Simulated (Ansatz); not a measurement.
ClH₃OSi···H₂

Input file:

```
crystal:
  periodic: [false, false, false]
  atoms:
    - { symbol: Si, position_ang: [-0.088527, -0.179662, 0.042321] }
    - { symbol: O, position_ang: [-0.004997, -0.25868, 1.707161] }
    - { symbol: H, position_ang: [-0.796855, -0.530176, 2.183014] }
    - { symbol: Cl, position_ang: [1.824166, -0.477474, -0.655311] }
    - { symbol: H, position_ang: [-0.595804, 1.118521, -0.460027] }
    - { symbol: H, position_ang: [-0.933284, -1.289806, -0.479221] }
    - { symbol: H, position_ang: [1.114425, 2.044271, 0.897912] }
    - { symbol: H, position_ang: [0.850875, 1.774406, 1.508951] }
basis:
  gaussian: { orbitals: def2-SVP }
hamiltonian:
  xc: pbe0
relax:
  f_tol: 0.03
  max_steps: 50
output:
  orbitals: {}
```

Launched as:

```sh
ansatz run input.yaml --threads 1 --pin off --max-ram 2048MiB --backend cpu --events-out ev --progress --plain --runs-dir out
```

The fields are those of the run's last geometry, not of the input's.

Method: RKS PBE0/def2-SVP (Ansatz).

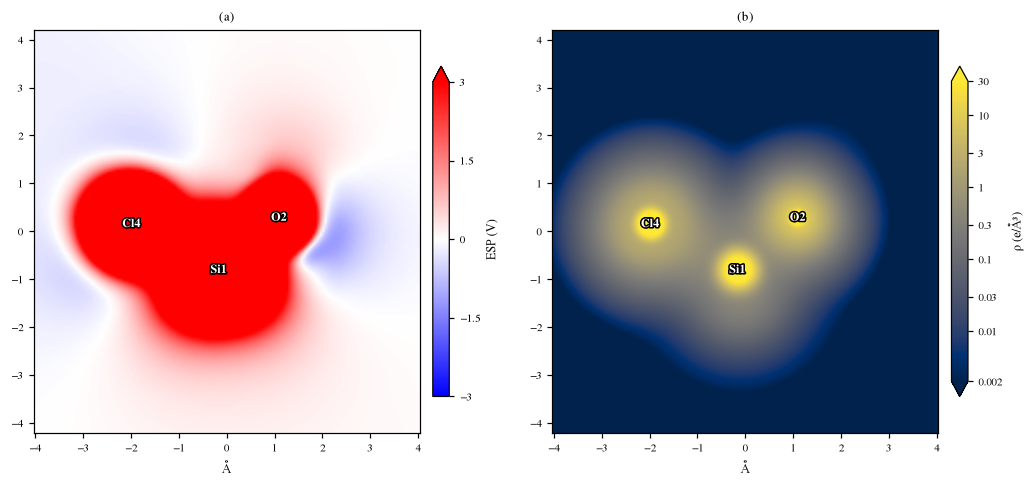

Figure 1. (a) electrostatic potential; (b) electron density on the plane of atoms O2, Si1 and Cl4.

Question: Read the bonding off the picture.

Answer: The section cuts through Si, O and Cl sites.
Si–O (1.66 Å): ρ is about 1.1 e/Å³ halfway.
Si–Cl (2.07 Å): the density is about 0.85 e/Å³ at the midpoint.
Outside the dense part of the complex the potential is most negative (−1.2 V) near O2.

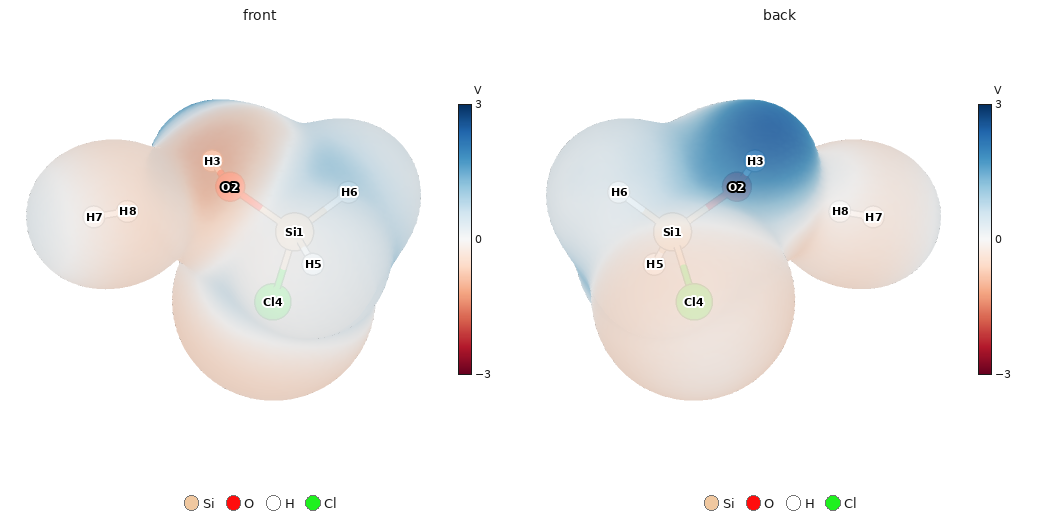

Figure 2. The molecular electrostatic potential painted on the density surface at 0.001 e/bohr³, seen from the front and from behind; red is negative and blue positive.

Question: Describe the electrostatic potential map.

Answer: The most negative region (about −0.9 V) lies over O2, the most positive (about +2.3 V) over H3.

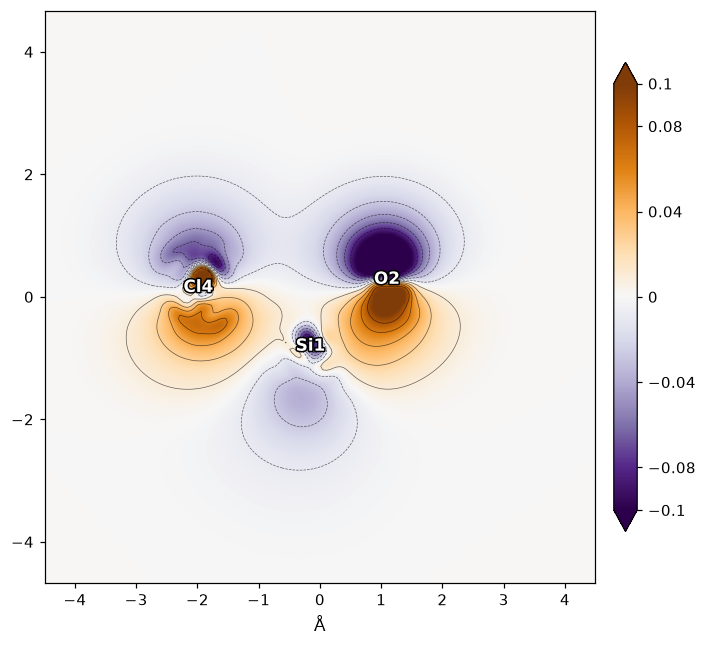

Figure 3. The HOMO on the plane of atoms O2, Si1 and Cl4 (values in Å⁻³ᐟ²; the overall sign is arbitrary).

Question: What is the character of this orbital?

Answer: Its weight (Hirshfeld) is mainly on Cl4 (about 55 %), Si1 (about 15 %), H6 (about 15 %) and H5 (about 10 %). Its energy is −8.80 eV.
